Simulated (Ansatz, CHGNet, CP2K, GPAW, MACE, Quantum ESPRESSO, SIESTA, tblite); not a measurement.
## Running glassy 77ZrO2-23SiO2 (mol %) (90 atoms) with CP2K

Aim: run glassy 77ZrO2-23SiO2 (mol %) (90 atoms) in CP2K and see how near its forces come to a plane-wave reference, and at what cost.

Program: CP2K 2026.2. Level of theory: the method is named at each step. Results are calculated unless marked as measured.

## (1) The starting structure

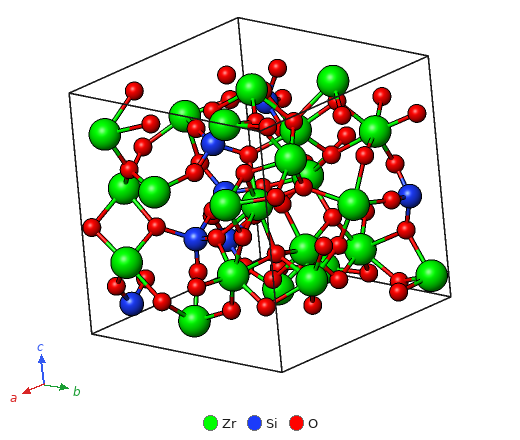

Start, viewed slightly off an axis; zirconium green, silicon blue, oxygen red. Bonds to atoms that aren't drawn are left out. Some periodic images of atoms are drawn too.

The cell holds 90 atoms: 23 Zr, 7 Si and 60 O. Its edges and angles: a = 10.551 Å, b = 10.551 Å, c = 10.551 Å, α = 90.0°, β = 90.0°, γ = 90.0°. 90 atoms (23 Zr, 7 Si, 60 O) placed at random at 4.39 g/cm³, melted at 4000 K for 10 ps at fixed volume with the Morse and Coulomb pair potential with partial charges (Pedone, Malavasi, Menziani, Cormack and Segre, J. Phys. Chem. B 110, 11780 (2006)). Quenched from 1800 K to 300 K at 50 K/ps and fixed volume, held 10 ps at zero pressure, then minimised at fixed cell. Then every atom was moved at random, 0.03 Å r.m.s. a Cartesian component.

The yardstick, on the same geometry:

| Item | Value |
| --- | --- |
| method | Kohn-Sham DFT, PBE, SSSP efficiency 1.3.0 pseudopotentials, plane waves (Quantum ESPRESSO 7.5); sssp-pbe-1.3.0-efficiency, cutoffs 60/480 Ry, Γ point |
| r.m.s. force component | 1.335 eV/Å |
| longest force | 7.467 eV/Å |
| pressure | 2.401 GPa |
| gap (highest filled to lowest empty level) | 3.207 eV |
| time | 4.2 min on 4 MPI ranks of Arm Neoverse V1, shared host |
| CPU time | 17 min |

## (2) PBE, DZVP-MOLOPT-SR, 600/50 Ry, diagonalisation

Method: Kohn-Sham DFT, PBE, GTH-PBE pseudopotentials, Gaussian and plane waves, DZVP-MOLOPT-SR-GTH, diagonalisation.

The input, input.inp:

```
&GLOBAL
  PROJECT cell
  RUN_TYPE ENERGY_FORCE
  PRINT_LEVEL LOW
&END GLOBAL
&FORCE_EVAL
  METHOD QS
  STRESS_TENSOR ANALYTICAL
  &DFT
    BASIS_SET_FILE_NAME BASIS_MOLOPT
    POTENTIAL_FILE_NAME GTH_POTENTIALS
    &MGRID
      CUTOFF 600
      REL_CUTOFF 50
      NGRIDS 5
    &END MGRID
    &QS
      EPS_DEFAULT 1.0E-12
    &END QS
    &SCF
      SCF_GUESS ATOMIC
      EPS_SCF 5.0E-06
      MAX_SCF 200
      ADDED_MOS 14
      &DIAGONALIZATION
        ALGORITHM STANDARD
      &END DIAGONALIZATION
      &SMEAR ON
        METHOD FERMI_DIRAC
        ELECTRONIC_TEMPERATURE [K] 580
      &END SMEAR
      &MIXING
        METHOD BROYDEN_MIXING
        ALPHA 0.3
        NBROYDEN 12
      &END MIXING
      &PRINT
        &RESTART OFF
        &END RESTART
      &END PRINT
    &END SCF
    &XC
      &XC_FUNCTIONAL PBE
      &END XC_FUNCTIONAL
    &END XC
    &PRINT
      &MULLIKEN ON
      &END MULLIKEN
      &HIRSHFELD ON
        SHAPE_FUNCTION DENSITY
      &END HIRSHFELD
      &MO ON
        EIGENVALUES T
        OCCUPATION_NUMBERS T
        MO_INDEX_RANGE 321 344
        &EACH
          QS_SCF 0
        &END EACH
        ADD_LAST NUMERIC
      &END MO
    &END PRINT
  &END DFT
  &SUBSYS
    &CELL
      A 10.55091 0.00000 0.00000
      B 0.00000 10.55091 0.00000
      C 0.00000 0.00000 10.55091
    &END CELL
    &COORD
      Zr 1.36560 6.98196 1.93947
      Zr 10.29463 2.10638 3.37925
      Zr 2.44232 5.41346 5.24612
      Zr 4.57667 6.88816 2.91258
      Zr 0.90970 10.43295 1.19384
      Zr 6.65488 6.36146 5.46115
      Zr 4.04448 6.47256 7.92468
      Zr 9.95510 3.73323 6.62059
      Zr 9.71412 7.46540 6.57068
      Zr 9.76993 7.89176 10.17350
      Zr 6.86231 8.69268 7.86908
      Zr 3.83779 4.46388 0.57650
      Zr 4.07497 8.87363 10.45901
      Zr 4.51579 9.79800 5.33749
      Zr 8.30462 0.48640 5.75056
      Zr 1.82109 8.86287 7.54559
      Zr 8.50762 6.37834 2.94571
      Zr 4.87610 1.07271 7.93312
      Zr 0.61828 4.10874 0.43586
      Zr 6.40693 6.43067 10.43158
      Zr 10.24757 1.51690 8.88904
      Zr 8.15701 3.61791 0.39070
      Zr 6.72283 9.11852 2.60407
      Si 4.33632 2.43093 4.61138
      Si 2.43631 3.44835 8.17833
      Si 0.96277 9.66843 4.57371
      Si 6.73792 4.26732 7.81126
      Si 7.24162 3.26097 3.64017
      Si 3.27205 1.27866 2.05110
      Si 8.45212 0.44071 0.72664
      O 7.75808 6.87160 7.26103
      O 10.32607 0.35683 4.65010
      O 0.34143 3.31868 4.80003
      O 8.40981 1.67506 10.23850
      O 6.53281 0.09791 6.94988
      O 9.23890 1.75208 7.06763
      O 3.30750 7.42594 1.29312
      O 5.44026 7.72749 8.93662
      O 4.65369 5.89543 4.77355
      O 9.83187 3.46735 1.73784
      O 4.54438 1.35484 5.81482
      O 3.00226 10.45120 1.13538
      O 6.57111 7.09981 3.39359
      O 4.14725 1.40000 3.39739
      O 0.07850 7.79121 8.36044
      O 0.10298 6.13398 0.37160
      O 2.78280 7.17947 6.55845
      O 8.57557 8.13475 1.86224
      O 0.20152 5.70256 6.34405
      O 5.69390 8.17801 6.21828
      O 4.61085 5.37970 9.66368
      O 0.94410 2.97842 7.78341
      O 7.03081 4.69178 9.42112
      O 9.52009 10.07506 10.35044
      O 2.27119 4.11032 9.69797
      O 8.67897 9.36214 6.89523
[... 30 atom lines left out ...]
      O 2.48569 10.05407 4.94247
      O 5.71237 5.26311 7.16839
      O 3.74336 9.96027 7.26662
      O 0.99105 10.53793 8.34260
    &END COORD
    &KIND Zr
      BASIS_SET DZVP-MOLOPT-SR-GTH-q12
      POTENTIAL GTH-PBE-q12
    &END KIND
    &KIND Si
      BASIS_SET DZVP-MOLOPT-SR-GTH-q4
      POTENTIAL GTH-PBE-q4
    &END KIND
    &KIND O
      BASIS_SET DZVP-MOLOPT-SR-GTH-q6
      POTENTIAL GTH-PBE-q6
    &END KIND
  &END SUBSYS
  &PRINT
    &FORCES ON
    &END FORCES
    &STRESS_TENSOR ON
    &END STRESS_TENSOR
  &END PRINT
&END FORCE_EVAL
```

The run is started by

```
OMP_NUM_THREADS=1 mpirun -np 4 cp2k.psmp -i input.inp > output.txt
```

Numbers of over 12 decimals in the logs are rounded to 6 here.

The program printed:

```text
CP2K| version string:                                       CP2K version 2026.2
 CP2K| Input file name                                                 input.inp
 GLOBAL| Basis set file name                                        BASIS_MOLOPT
 GLOBAL| Potential file name                                      GTH_POTENTIALS
 GLOBAL| Run type                                                   ENERGY_FORCE
 GLOBAL| Total number of message passing processes                             4
 GLOBAL| Number of threads for this process                                    1
 TOTAL NUMBERS AND MAXIMUM NUMBERS
  Total number of            - Atomic kinds:                                   3
                             - Atoms:                                         90
                             - Shell sets:                                    90
                             - Shells:                                       519
                             - Primitive Cartesian functions:                489
                             - Cartesian basis functions:                   1651
                             - Spherical basis functions:                   1469
  Maximum angular momentum of- Orbital basis functions:                        3
                             - Local part of the GTH pseudopotential:          2
                             - Non-local part of the GTH pseudopotential:      4
 SCF PARAMETERS         Density guess:                                    ATOMIC
                        max_scf:                                             200
                        eps_scf:                                        5.00E-06
                        added MOs                                        14    0
                        Mixing method:                            BROYDEN_MIXING
                                                charge density mixing in g-space
                        Smear method:                                FERMI_DIRAC
                        Electronic temperature [K]:                        580.0
                        Electronic temperature [a.u.]:                  1.84E-03
                        Accuracy threshold:                             1.00E-10
 Extrapolation method: initial_guess
 Number of electrons:                                                        664
 Number of occupied orbitals:                                                332
 Number of molecular orbitals:                                               346
 Number of orbital functions:                                               1469
 Number of independent orbital functions:                                   1469
 SCF WAVEFUNCTION OPTIMIZATION
  Step     Update method      Time    Convergence         Total energy    Change
     1 NoMix/Diag. 0.30E+00    6.3     1.97132093     -2082.3385434979 -2.08E+03
     2 Broy./Diag. 0.30E+00    8.6     0.40141828     -1993.1056938704  8.92E+01
     3 Broy./Diag. 0.30E+00    8.6     0.08885901     -2073.7379909335 -8.06E+01
     4 Broy./Diag. 0.30E+00    8.6     0.02458985     -2082.4818339291 -8.74E+00
[...]
14 Broy./Diag. 0.30E+00    8.6     0.00000756     -2079.1837458452 -9.10E-04
    15 Broy./Diag. 0.30E+00    8.6     0.00000222     -2079.1839393248 -1.93E-04
  *** SCF run converged in    15 steps ***
  Electronic density on regular grids:       -664.0000000000        0.0000000000
  Core density on regular grids:              663.9999999996       -0.0000000004
  Total charge density on r-space grids:       -0.0000000004
  Total charge density g-space grids:          -0.0000000004
  Overlap energy of the core charge distribution:               8.3279e-07
  Self energy of the core charge distribution:              -4551.246351
  Core Hamiltonian energy:                                   1172.199602
  Hartree energy:                                            1659.031750
  Exchange-correlation energy:                               -359.168941
  Electronic entropic energy:                                  -1e-14
  Fermi energy:                                                 0.276008
  Total energy:                                             -2079.183939
  Total energy (extrapolated to T->0):                      -2079.183939
 MO| EIGENVALUES AND OCCUPATION NUMBERS
 MO|
 MO|  Index      Eigenvalue [a.u.]        Eigenvalue [eV]             Occupation
 MO|    321               0.196792               5.354987               2.000000
 MO|    322               0.197643               5.378126               2.000000
 MO|    323               0.199371               5.425173               2.000000
[...]
MO|    343               0.353068               9.607456               0.000000
 MO|    344               0.354759               9.653487               0.000000
 MO| Sum:                                                             664.000000
 MO| E(Fermi):            0.276008 a.u.          7.510568 eV
 !-----------------------------------------------------------------------------!
                     Mulliken Population Analysis
 #  Atom  Element  Kind  Atomic population                           Net charge
       1     Zr       1         10.873387                              1.126613
       2     Zr       1         10.694974                              1.305026
       3     Zr       1         10.643572                              1.356428
[...]
89     O        3          6.592143                             -0.592143
      90     O        3          6.559651                             -0.559651
 # Total charge                            664.000000                 -0.000000
 !-----------------------------------------------------------------------------!
 !-----------------------------------------------------------------------------!
                           Hirshfeld Charges
  #Atom  Element  Kind  Ref Charge     Population                    Net charge
      1       Zr     1      12.000         11.375                         0.625
      2       Zr     1      12.000         11.288                         0.712
      3       Zr     1      12.000         11.202                         0.798
[...]
89       O      3       6.000          6.351                        -0.351
     90       O      3       6.000          6.364                        -0.364
  Total Charge                                                            0.001
 !-----------------------------------------------------------------------------!
 ENERGY| Total FORCE_EVAL ( QS ) energy [hartree]          -2079.183981
 FORCES| Atomic forces [hartree/bohr]
 FORCES|   Atom     x               y               z               |f|
 FORCES|      1 -9.28416356E-03 -2.01628624E-03  1.59839795E-02   1.85943192E-02
 FORCES|      2  2.14380503E-02 -5.57774364E-03 -2.83780371E-03   2.23328090E-02
 FORCES|      3  1.51227953E-02  4.56738023E-03 -1.85270302E-02   2.43477052E-02
[...]
FORCES|     89 -1.37861815E-02 -2.24360650E-02  2.66830439E-03   2.64680121E-02
 FORCES|     90 -4.76889563E-03 -4.44951553E-03 -2.11712240E-03   6.85731444E-03
 FORCES| Sum     2.56492113E-03 -7.17818336E-03  3.91676115E-03
 FORCES| Total atomic force                                       8.57007320E-03
 STRESS| Analytical stress tensor [bar]
 STRESS|                        x                   y                   z
 STRESS|      x        3.43544359736E+04   1.36775414687E+04   1.78189318747E+04
 STRESS|      y        1.36775414687E+04   1.16935707764E+04   5.26601132985E+02
 STRESS|      z        1.78189318747E+04   5.26601132985E+02   3.26682777892E+04
 STRESS| 1/3 Trace                                             2.62387615131E+04
```

Run time: 2.7 min. Hardware: 4 MPI ranks of Arm Neoverse V1, shared host; peak memory 6.2 GiB; 11 min of CPU time.

Banners, paths, timers and routine set-up lines are dropped from the logs unmarked, and long logs keep their key lines alone; longer cuts are marked.

Against the reference:

- r.m.s. force component: 1.309 eV/Å
- r.m.s. difference of force components: 82.24 meV/Å
- longest difference of force vectors: 410.5 meV/Å
- force difference over r.m.s. force: 6.159 %
- slope of forces against the reference's: 0.9784
- correlation of force components: 0.9983
- gap (highest filled to lowest empty level): 3.109 eV
- gap difference: -0.0981 eV
- pressure: 2.624 GPa
- pressure difference: 0.2232 GPa

Length of the force difference by element (eV/Å):

```csv
element,atoms,mean,most
O,60,0.11,0.41
Si,7,0.26,0.35
Zr,23,0.089,0.17
```

Levels nearest the highest filled one (eV from it): -0.58, -0.55, -0.51, -0.46, -0.42, -0.39, -0.28, -0.23, -0.12, -0.05, -0.01, 0.00, 3.11, 3.16, 3.25, 3.35, 3.41, 3.44, 3.49, 3.50, 3.53, 3.60, 3.67, 3.72.

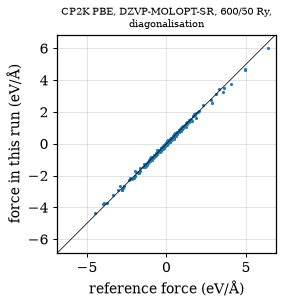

Force components against those of the reference; the line marks equality.

Local excerpt of 10 atoms (numbers count through the whole input) about Zr21, picked at random; x, y, z are measured from there.

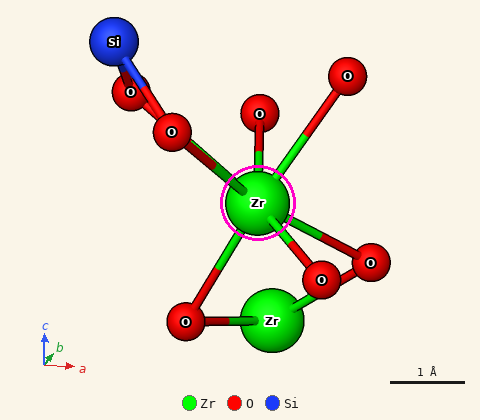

The atoms of the table, within 3.2 Å (arrows a, b, c point along x, y, z); some may hide others; the central atom is ringed.

```csv
atom,x,y,z,distance (Å),bonds,Hirshfeld charge (e),Fx,Fy,Fz (eV/Å)
Zr21,0.00,0.00,0.00,0.00,7,0.69,1.21,-1.34,2.08
O90,1.29,-1.53,-0.55,2.08,2,-0.36,-0.25,-0.23,-0.11
O36,-1.01,0.24,-1.82,2.10,3,-0.34,0.52,0.86,0.73
O64,1.14,0.28,1.81,2.16,3,-0.35,-0.56,-0.45,-1.86
O52,1.25,1.46,-1.11,2.22,3,-0.28,-1.26,-0.48,-0.86
O34,-1.84,0.16,1.35,2.29,3,-0.29,-0.62,0.35,-0.87
O86,-0.53,2.15,0.64,2.31,3,-0.34,0.14,0.47,-0.09
O54,-0.73,-1.99,1.46,2.58,4,-0.28,-0.01,-0.42,-0.59
Si30,-1.80,-1.08,2.39,3.18,4,0.48,3.74,-0.10,-0.42
Zr8,-0.29,2.22,-2.27,3.18,5,0.76,-0.09,0.84,-2.04
```

Forces lie 6.2 % from the reference's, at 0.65 times its CPU time.

(Continued in part 2 of 2.)

[Also dropped from logs without a mark: logging warnings of Python, and SIESTA's first energy breakdown and zero terms.]

[Logs are printed without paths, hosts, clocks, repeated set-up lines and the standing remarks that a program may print on its own settings, such as how far it seeks lower states.]

[Hosts, paths, dates, database ids (printed as entryN), source tags and the programs' standing remarks are cut or masked in the printed files.]
